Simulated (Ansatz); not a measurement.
# C2H3FHfO2: molecular dynamics

The plan is to follow the molecule's vibrations and see whether its bonds hold. The start is relaxed first. Runs: 300 steps of 0.5 fs at constant energy, with velocities drawn for 700 K. SMILES of the start: C#[C][Hf]([OH])([OH])[F].

Program: Ansatz 0.2.0. Level of theory: RKS LDA/def2-SVP. These are calculated values, not measurements.

## (1) Starting point

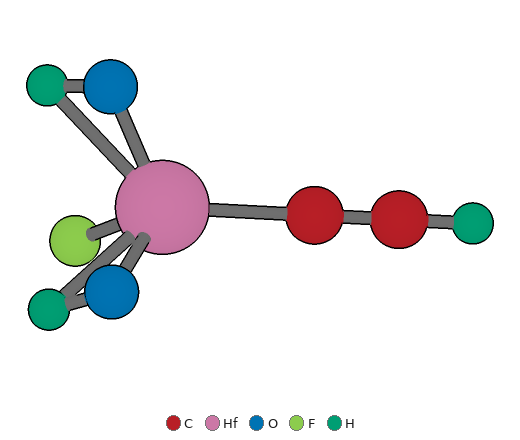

Start, viewed from a chosen angle; carbon red, hafnium pink, oxygen blue, fluorine green, hydrogen teal.

Structure file:

```xyz
9

C     2.2334    1.7282    0.8439
C     1.3228    1.0223    0.4764
Hf   -0.3335   -0.2585   -0.1418
O    -0.4644   -1.9362    0.6916
O    -2.0372    0.5265   -0.2290
F    -0.4017   -0.9679   -1.9144
H     3.0319    2.3462    1.1557
H    -0.8120   -2.5722    0.0567
H    -2.5392    0.1114   -0.9392
```

## (2) Relaxing the start

File input.yaml:

```yaml
crystal:
  periodic: [false, false, false]
  atoms:
    - { symbol: C, position_ang: [2.23337, 1.72817, 0.84388] }
    - { symbol: C, position_ang: [1.32276, 1.02234, 0.47636] }
    - { symbol: Hf, position_ang: [-0.3335, -0.25846, -0.14177] }
    - { symbol: O, position_ang: [-0.46437, -1.93618, 0.69165] }
    - { symbol: O, position_ang: [-2.0372, 0.52649, -0.22896] }
    - { symbol: F, position_ang: [-0.40174, -0.9679, -1.91436] }
    - { symbol: H, position_ang: [3.03187, 2.34625, 1.15569] }
    - { symbol: H, position_ang: [-0.81202, -2.57216, 0.05674] }
    - { symbol: H, position_ang: [-2.53917, 0.11145, -0.93922] }
basis:
  gaussian: { orbitals: def2-SVP }
hamiltonian:
  xc: lda
relax:
  f_tol: 0.02
  max_steps: 40
scf:
  lower_state_search: "off"
output:
  orbitals: {}
```

On the command line:

```bash
> ansatz run input.yaml --threads 2 --pin off --max-ram 3072MiB --backend cpu --events-out ev --progress --plain --runs-dir out
```

The log of the run (excerpt; [...] marks lines left out):

```text
Warning: RAYON_NUM_THREADS=2 ignored (pool sized by the plan → 2); use --threads N
[...]
Functional definition: SPW92
[...]
1238 factors; their error is unknown
[...]
mean field -10167.94248354 eV, -373.6649941911 hartree, gradient 6.1e-6 eV, S^2 0.000000; 0 other end points of the search recorded, 0 dependent functions left out
[...]
reference -10167.94255092 eV, -373.6649966674 hartree; 26, 26 occupied and 91, 91 virtual orbitals, 1238 factors
relax step   1: F+E_penalty+E_count = -10167.94248354 eV  Δ(F+E_penalty+E_count) = +0.000e0 eV  max|allowed force component| = 1.666e0 eV/Å  Δτ_max = 0.0000 Å  (20 SCF iters, accepted)
[...]
relax step   3: F+E_penalty+E_count = -10168.43432241 eV  Δ(F+E_penalty+E_count) = -1.076e-1 eV  max|allowed force component| = 1.019e0 eV/Å  Δτ_max = 0.1939 Å  (28 SCF iters, accepted)
[...]
relax step   5: F+E_penalty+E_count = -10168.68544018 eV  Δ(F+E_penalty+E_count) = -1.527e-1 eV  max|allowed force component| = 9.791e-1 eV/Å  Δτ_max = 0.2000 Å  (27 SCF iters, accepted)
[...]
relax step   7: F+E_penalty+E_count = -10168.77763163 eV  Δ(F+E_penalty+E_count) = -2.280e-2 eV  max|allowed force component| = 1.557e-1 eV/Å  Δτ_max = 0.1601 Å  (27 SCF iters, accepted)
[...]
relax step   9: F+E_penalty+E_count = -10168.78063295 eV  Δ(F+E_penalty+E_count) = -4.797e-5 eV  max|allowed force component| = 8.839e-2 eV/Å  Δτ_max = 0.0022 Å  (24 SCF iters, accepted)
[...]
relax step  10: F+E_penalty+E_count = -10168.78135644 eV  Δ(F+E_penalty+E_count) = -7.235e-4 eV  max|allowed force component| = 9.731e-2 eV/Å  Δτ_max = 0.0123 Å  (23 SCF iters, accepted)
[...]
relax step  11: F+E_penalty+E_count = -10168.78151825 eV  Δ(F+E_penalty+E_count) = -1.618e-4 eV  max|allowed force component| = 3.879e-3 eV/Å  Δτ_max = 0.0038 Å  (24 SCF iters, accepted)
Total energy: -10168.78158838 eV, -373.6958307252 hartree
Atom 0 at     2.026951     1.599252     0.837180 Å, force     0.001630     0.001287     0.000661 eV/Å
Atom 1 at     1.158525     0.868374     0.355143 Å, force    -0.000328    -0.000364    -0.000428 eV/Å
Atom 2 at    -0.343092    -0.422971    -0.553650 Å, force    -0.002785    -0.000315     0.003879 eV/Å
Atom 3 at    -0.373235    -2.042334     0.450753 Å, force    -0.000030    -0.000752    -0.000117 eV/Å
Atom 4 at    -2.000628     0.515748    -0.494774 Å, force     0.000061    -0.000318    -0.000379 eV/Å
Atom 5 at     0.166953    -0.765883    -2.359464 Å, force     0.000992    -0.000785    -0.003847 eV/Å
Atom 6 at     2.792396     2.243546     1.262302 Å, force    -0.000479    -0.000205     0.000267 eV/Å
Atom 7 at    -0.527729    -2.862035     0.940162 Å, force     0.000312     0.001310    -0.000295 eV/Å
Atom 8 at    -2.900140     0.866302    -0.437642 Å, force     0.000627     0.000142     0.000260 eV/Å
Dipole moment:    -0.460431    -0.147871     0.393145 e Å
Checks for a lower state left out: stability, starts, cluster_reference, orbital_swaps, neighbouring_geometries, increment
```

It took 28 s on 2 threads of Arm Neoverse N1, shared host; peak memory 0.14 GiB.

Relaxation path:

```
step  energy from step 1 (eV)  largest force component (eV/Å)
   1                   0.0000                          1.6658
   2                  -0.3842                          0.6292
   3                  -0.4918                          1.0190
   4                  -0.5903                          0.9869
   5                  -0.7430                          0.9791
   6                  -0.8123                          0.5305
   7                  -0.8351                          0.1557
   8                  -0.8381                          0.0908
   9                  -0.8381                          0.0884
  10                  -0.8389                          0.0973
  11                  -0.8390                          0.0039
```

Step 1 is the start.

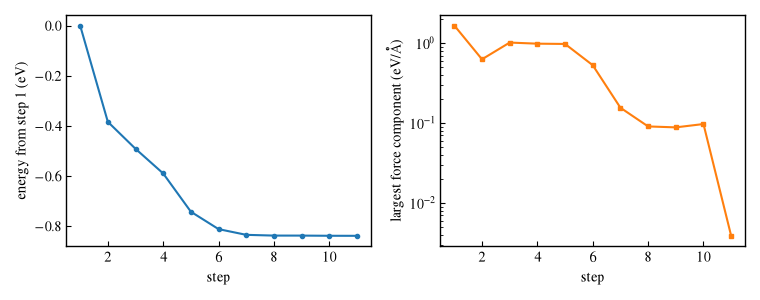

How energy and force went from step to step.

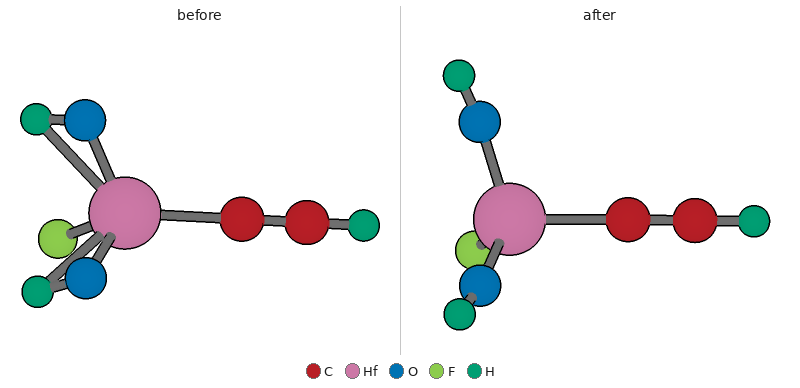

Before and after, at one scale.

After: Bond lengths: C1–C2 1.233 Å, C2–Hf3 2.179 Å, Hf3–O4 1.906 Å, Hf3–O5 1.906 Å, Hf3–F6 1.908 Å, C1–H7 1.087 Å, O4–H8 0.967 Å, O5–H9 0.967 Å. Angles: C1–C2–Hf3 178.3°, C2–C1–H7 180.0°, C2–Hf3–O4 107.1°, C2–Hf3–O5 107.1°, C2–Hf3–F6 108.5°, O4–Hf3–O5 112.9°, O4–Hf3–F6 110.5°, O5–Hf3–F6 110.5°, Hf3–O4–H8 171.7°, Hf3–O5–H9 171.6°.

Pairs that crossed the distance rule for bonds on the way: moved apart Hf3–H8, Hf3–H9.

## (3) The run

300 steps of 0.5 fs at constant energy, with velocities drawn for 700 K, from the relaxed start. H is given a mass of 2.014 u.

File input.yaml:

```yaml
crystal:
  periodic: [false, false, false]
  atoms:
    - { symbol: C, position_ang: [2.026951, 1.599252, 0.83718] }
    - { symbol: C, position_ang: [1.158525, 0.868374, 0.355143] }
    - { symbol: Hf, position_ang: [-0.343092, -0.422971, -0.55365] }
    - { symbol: O, position_ang: [-0.373235, -2.042334, 0.450753] }
    - { symbol: O, position_ang: [-2.000628, 0.515748, -0.494774] }
    - { symbol: F, position_ang: [0.166953, -0.765883, -2.359464] }
    - { symbol: H, position_ang: [2.792396, 2.243546, 1.262302] }
    - { symbol: H, position_ang: [-0.527729, -2.862035, 0.940162] }
    - { symbol: H, position_ang: [-2.90014, 0.866302, -0.437642] }
basis:
  gaussian: { orbitals: def2-SVP }
hamiltonian:
  xc: lda
md:
  timestep: 0.5
  n_steps: 300
  ensemble: nve
  temperature: 700.0
  initial_velocities: maxwell_boltzmann
  seed: 484569
  masses: [{ species: H, mass: 2.014 }]
scf:
  lower_state_search: "off"
```

On the command line:

```bash
> ansatz run input.yaml --threads 2 --pin off --max-ram 3072MiB --backend cpu --events-out ev --progress --plain --runs-dir out
```

The log of the run (excerpt; [...] marks lines left out):

```text
Warning: RAYON_NUM_THREADS=2 ignored (pool sized by the plan → 2); use --threads N
[...]
Functional definition: SPW92
[...]
1238 factors; their error is unknown
[...]
mean field -10168.78150134 eV, -373.6958275265 hartree, gradient 3.0e-6 eV, S^2 0.000000; 0 other end points of the search recorded, 0 dependent functions left out
[...]
reference -10168.78157132 eV, -373.6958300983 hartree; 26, 26 occupied and 91, 91 virtual orbitals, 1238 factors
md step     0: t =     0.00 fs  T =   700.0 K  F+E_penalty+E_count = -10168.78150134 eV  E_kin = 0.633374 eV  conserved = -10168.14812734 eV  (20 SCF iters)
[...]
md step    20: t =    10.00 fs  T =   297.8 K  F+E_penalty+E_count = -10168.41686010 eV  E_kin = 0.269485 eV  conserved = -10168.14737558 eV  (23 SCF iters)
[...]
md step    40: t =    20.00 fs  T =   294.9 K  F+E_penalty+E_count = -10168.41435891 eV  E_kin = 0.266858 eV  conserved = -10168.14750095 eV  (23 SCF iters)
[...]
md step    60: t =    30.00 fs  T =   504.8 K  F+E_penalty+E_count = -10168.60479227 eV  E_kin = 0.456785 eV  conserved = -10168.14800738 eV  (23 SCF iters)
[...]
md step    79: t =    39.50 fs  T =   253.5 K  F+E_penalty+E_count = -10168.37684128 eV  E_kin = 0.229384 eV  conserved = -10168.14745723 eV  (23 SCF iters)
md step    80: t =    40.00 fs  T =   252.0 K  F+E_penalty+E_count = -10168.37557515 eV  E_kin = 0.228049 eV  conserved = -10168.14752656 eV  (23 SCF iters)
```

## (4) The log goes on: dynamics from the start

Output, continued (excerpt; [...] marks lines left out):

```text
md step    81: t =    40.50 fs  T =   252.2 K  F+E_penalty+E_count = -10168.37584683 eV  E_kin = 0.228231 eV  conserved = -10168.14761587 eV  (23 SCF iters)
[...]
md step   107: t =    53.50 fs  T =   314.4 K  F+E_penalty+E_count = -10168.43230227 eV  E_kin = 0.284510 eV  conserved = -10168.14779251 eV  (23 SCF iters)
[...]
md step   133: t =    66.50 fs  T =   465.7 K  F+E_penalty+E_count = -10168.56919584 eV  E_kin = 0.421405 eV  conserved = -10168.14779079 eV  (23 SCF iters)
[...]
md step   159: t =    79.50 fs  T =   202.5 K  F+E_penalty+E_count = -10168.33048832 eV  E_kin = 0.183200 eV  conserved = -10168.14728801 eV  (24 SCF iters)
[...]
md step   183: t =    91.50 fs  T =   434.9 K  F+E_penalty+E_count = -10168.54097957 eV  E_kin = 0.393504 eV  conserved = -10168.14747580 eV  (22 SCF iters)
md step   184: t =    92.00 fs  T =   453.3 K  F+E_penalty+E_count = -10168.55762369 eV  E_kin = 0.410124 eV  conserved = -10168.14749984 eV  (22 SCF iters)
```

## (5) The log goes on: dynamics from the start

Output, continued (excerpt; [...] marks lines left out):

```text
md step   185: t =    92.50 fs  T =   473.7 K  F+E_penalty+E_count = -10168.57621351 eV  E_kin = 0.428606 eV  conserved = -10168.14760733 eV  (22 SCF iters)
[...]
md step   206: t =   103.00 fs  T =   287.0 K  F+E_penalty+E_count = -10168.40715014 eV  E_kin = 0.259663 eV  conserved = -10168.14748748 eV  (23 SCF iters)
[...]
md step   227: t =   113.50 fs  T =   155.5 K  F+E_penalty+E_count = -10168.28834649 eV  E_kin = 0.140672 eV  conserved = -10168.14767457 eV  (24 SCF iters)
[...]
md step   248: t =   124.00 fs  T =   484.4 K  F+E_penalty+E_count = -10168.58623076 eV  E_kin = 0.438254 eV  conserved = -10168.14797687 eV  (23 SCF iters)
[...]
md step   299: t =   149.50 fs  T =   388.8 K  F+E_penalty+E_count = -10168.49962005 eV  E_kin = 0.351757 eV  conserved = -10168.14786323 eV  (23 SCF iters)
[...]
Atom 0 at     2.039291     1.431437     0.994417 Å, force     0.256966    -0.979516     0.336921 eV/Å
Atom 1 at     1.194119     0.936249     0.230409 Å, force     0.047694     0.326952     0.287574 eV/Å
Atom 2 at    -0.339130    -0.406169    -0.577003 Å, force    -1.107867     1.315842    -0.303324 eV/Å
Atom 3 at    -0.294863    -1.860281     0.616457 Å, force     0.067743    -0.620821     0.260600 eV/Å
Atom 4 at    -2.147286     0.390376    -0.537885 Å, force     2.167719    -0.611304    -0.663860 eV/Å
Atom 5 at     0.121976    -0.809553    -2.379678 Å, force     0.002900    -0.122450    -0.024148 eV/Å
Atom 6 at     2.839864     1.481175     1.764869 Å, force    -0.518995     0.494465    -0.614129 eV/Å
Atom 7 at    -0.277908    -2.731620     1.037025 Å, force     0.005231     0.002996     0.055484 eV/Å
Atom 8 at    -2.867656     0.566921     0.055533 Å, force    -0.921392     0.193835     0.664882 eV/Å
Dipole moment:    -0.227034    -0.438647     0.651322 e Å
Checks for a lower state left out: stability, starts, cluster_reference, orbital_swaps, neighbouring_geometries, increment
```

It took 9.5 min on 2 threads of Arm Neoverse N1, shared host; peak memory 0.15 GiB.

## (6) What the atoms did

The trajectory, every 12 steps (energies from step 0):

```
time (fs)  T (K)  potential energy change (meV/atom)  total energy change (meV/atom)
      0.0    700                                 0.0                            0.00
      6.0    516                                18.5                            0.02
     12.0    268                                43.5                            0.03
     18.0    263                                44.0                            0.03
     24.0    451                                25.1                            0.02
     30.0    505                                19.6                            0.01
     36.0    343                                35.9                            0.04
     42.0    248                                45.4                            0.04
     48.0    262                                44.1                            0.05
     54.0    316                                38.6                            0.04
     60.0    383                                32.0                            0.05
     66.0    470                                23.1                            0.02
     72.0    413                                28.9                            0.04
     78.0    271                                43.2                            0.03
     84.0    194                                50.9                            0.06
     90.0    390                                31.2                            0.04
     96.0    519                                18.2                            0.04
    102.0    339                                36.3                            0.05
    108.0    102                                60.2                            0.08
    114.0    164                                54.0                            0.06
    120.0    394                                30.8                            0.06
    126.0    447                                25.4                            0.04
    132.0    258                                44.6                            0.07
    138.0    205                                49.8                            0.06
    144.0    305                                39.8                            0.06
    150.0    379                                32.3                            0.05
```

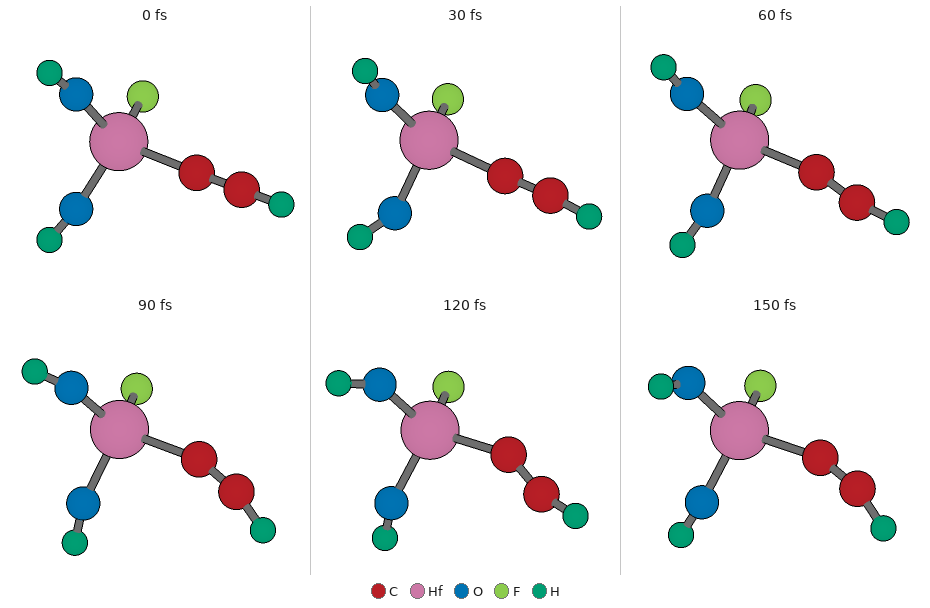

Six frames of the run, seen from a chosen angle. Sticks join atoms within a bonding distance in each frame.

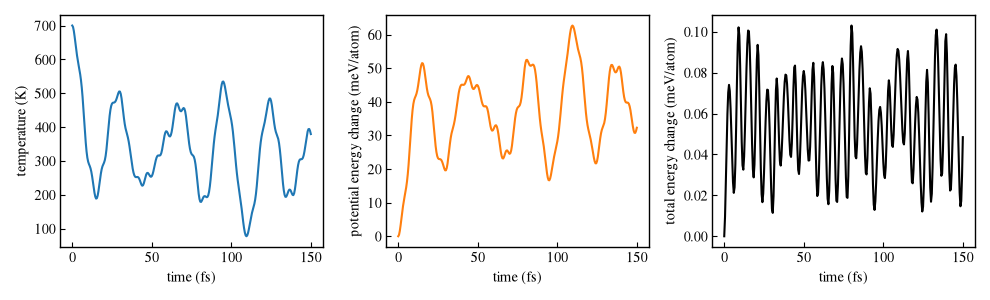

Time series of the run, each on its own scale.

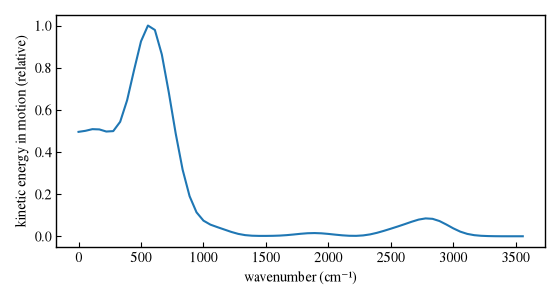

Power spectrum of the mass-weighted velocities; a run of 150 fs resolves no finer than about 440 cm⁻¹.

Maxima of the velocity power spectrum (cm⁻¹, relative height; resolution about 440 cm⁻¹): 560 (100), 2780 (8).

## (7) Positions and forces

Extended XYZ, with forces in eV/Å:

```xyz
9
time_fs=19.0 T=284 dE=0.3767
C     2.021    1.616    0.851    0.747   -0.628    0.776
C     1.190    0.809    0.439   -1.063   -0.178   -0.933
Hf   -0.345   -0.409   -0.561   -1.376    1.254   -0.167
O    -0.211   -2.012    0.434   -0.345   -0.407    0.322
O    -2.115    0.486   -0.513    2.163   -1.105    0.018
F     0.134   -0.862   -2.350    0.072    0.112    0.068
H     2.893    1.814    1.471    0.135    0.747   -0.098
H    -0.648   -2.656    1.016    0.141   -0.045   -0.013
H    -2.917    1.004   -0.445   -0.475    0.250    0.027
9
time_fs=37.5 T=292 dE=0.3696
C     2.089    1.401    0.990    0.391    1.159   -0.041
C     1.153    0.861    0.404   -0.531   -0.438   -0.321
Hf   -0.362   -0.382   -0.571    3.226   -2.629    0.470
O    -0.120   -2.032    0.463   -0.565    0.868   -0.390
O    -2.027    0.369   -0.515   -3.414    2.102    0.231
F     0.112   -0.936   -2.336   -0.004    0.272   -0.090
H     2.802    2.163    1.327    0.027   -0.503    0.186
H    -0.599   -2.571    1.115    0.078   -0.039   -0.006
H    -2.818    0.967   -0.484    0.792   -0.790   -0.039
9
time_fs=56.0 T=323 dE=0.3417
C     2.097    1.324    1.040   -0.650    0.551   -0.682
C     1.141    0.908    0.373    0.099   -0.448    0.042
Hf   -0.346   -0.387   -0.575   -1.863    1.346   -0.380
O    -0.135   -1.935    0.450   -0.150   -0.774    0.698
O    -2.173    0.402   -0.488    3.237   -1.440    0.028
F     0.095   -0.967   -2.333    0.138    0.176   -0.113
H     2.805    2.039    1.425    0.546   -0.055    0.472
H    -0.386   -2.534    1.170    0.063   -0.086   -0.017
H    -2.987    0.869   -0.521   -1.418    0.730   -0.047
9
time_fs=75.0 T=321 dE=0.3440
C     2.057    1.433    1.000    1.259   -0.671    1.271
C     1.168    0.885    0.356   -1.041   -0.012   -0.951
Hf   -0.351   -0.379   -0.583    0.370   -0.902    0.453
O    -0.189   -1.927    0.534   -0.034    0.362   -0.216
O    -2.091    0.376   -0.464   -1.653    0.516   -0.190
F     0.098   -0.964   -2.349    0.005    0.205    0.037
H     2.879    1.369    1.740   -0.287    0.745   -0.452
H    -0.091   -2.622    1.202   -0.085    0.061   -0.103
H    -3.067    0.583   -0.531    1.465   -0.304    0.152
9
time_fs=94.0 T=526 dE=0.1572
C     2.063    1.317    1.052   -1.070   -0.541   -0.943
C     1.158    0.970    0.266    0.650    0.166    0.657
Hf   -0.350   -0.385   -0.586    1.063   -0.366    0.482
O    -0.252   -1.884    0.600    0.036    0.136   -0.259
O    -2.069    0.393   -0.457   -0.299    0.188   -0.127
F     0.103   -0.927   -2.362   -0.035    0.059    0.006
H     2.855    1.545    1.750    0.207    0.226    0.131
H     0.084   -2.646    1.094   -0.096    0.024   -0.021
H    -3.023    0.274   -0.442   -0.456    0.109    0.074
9
time_fs=112.5 T=135 dE=0.5112
C     2.030    1.171    1.060    0.612    1.830    0.127
C     1.148    1.015    0.208   -0.572   -1.067   -0.258
Hf   -0.332   -0.394   -0.581   -2.033    1.861   -0.226
O    -0.300   -1.832    0.627    0.263   -0.747    0.274
O    -2.160    0.433   -0.474    1.401   -0.902   -0.143
F     0.103   -0.880   -2.372    0.071   -0.090    0.035
H     2.711    1.873    1.587   -0.092   -0.917    0.106
H     0.093   -2.649    0.968   -0.085   -0.098    0.129
H    -3.087    0.205   -0.258    0.435    0.129   -0.044
9
time_fs=131.0 T=311 dE=0.3520
C     1.989    1.328    0.977   -0.279   -0.695   -0.119
C     1.133    0.886    0.198    1.051    1.307    0.728
Hf   -0.342   -0.383   -0.579    1.459   -2.870   -0.084
O    -0.305   -1.881    0.674    0.032    0.581   -0.669
O    -2.033    0.352   -0.522   -2.532    0.979    0.435
F     0.113   -0.845   -2.378   -0.020    0.021    0.015
H     2.747    1.455    1.744    0.134    0.401   -0.023
H    -0.034   -2.754    1.000   -0.070    0.105   -0.021
H    -2.891    0.290   -0.058    0.225    0.172   -0.262
9
time_fs=150.0 T=379 dE=0.2906
C     2.039    1.431    0.994    0.257   -0.980    0.337
C     1.194    0.936    0.230    0.048    0.327    0.288
Hf   -0.339   -0.406   -0.577   -1.108    1.316   -0.303
O    -0.295   -1.860    0.617    0.068   -0.621    0.261
O    -2.147    0.390   -0.538    2.168   -0.611   -0.664
F     0.122   -0.810   -2.380    0.003   -0.122   -0.024
H     2.840    1.481    1.765   -0.519    0.494   -0.614
H    -0.278   -2.732    1.037    0.005    0.003    0.056
H    -2.868    0.567    0.056   -0.921    0.194    0.665
```

## (8) Outcome

| quantity | value |
| --- | --- |
| relaxation of the start | 10 moves, 0.839 eV lower |
| length | 300 steps of 0.5 fs |
| temperature, first and last step | 700 and 379 K |
| temperature, second half | mean 302 K, from 77 to 535 K |
| potential energy, second half | +40 meV/atom from the start |
| largest change of the total energy | 0.10 meV/atom |
| bonds formed or broken | 0 |

**Reading.** The temperature starts at 700 K and averages 302 K in the second half, where it ranges from 77 to 535 K. About half is expected from a start at a minimum: kinetic energy passes into potential energy until both shares match. The total energy strays from its start by at most 0.10 meV/atom, 0.3 % of the mean kinetic energy, so a step of 0.5 fs is short enough over this time. No bond forms or breaks. 150 fs on 9 atoms is far too short and small for converged averages. The nuclei move classically, without zero-point motion, which matters most for hydrogen.
